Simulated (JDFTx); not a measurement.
```json
{
 "surface": "Au(100)",
 "bulk": "Au, Fm-3m, lattice of mp-81 (not re-optimised)",
 "slab": "4 atoms in 4 planes, 1x1, 6.2 Å between the outermost planes",
 "in-plane cell": "2.950 × 2.950 Å, 8.70 Å²",
 "cell_height": "22.3 Å",
 "sampling": "8×8×1 k mesh, Fermi smearing 0.01 Ha, no spin polarisation"
}
```

Method: PBE, GBRV ultrasoft potentials, plane waves to 20/100 Ha, in JDFTx (a modified build). Liquid on both sides: CANDLE, acetonitrile, 1 M KCl; nuclei fixed. SHE scale: U = −μ/e − 4.44 V, by convention. In this non-aqueous liquid the SHE scale is nominal.

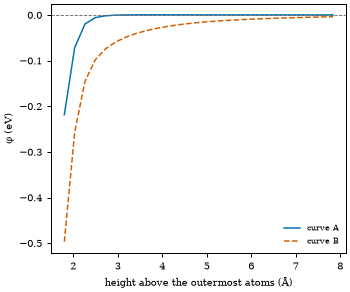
Figure: Plane-averaged electrostatic potential energy of an electron for two states of the electrode

One curve is the neutral slab. Which, and what is the sign of the other's charge?

Curve A is neutral (potential of zero charge, 0.47 V). Curve B is positively charged, 5.2 μC/cm² at 1.05 V.
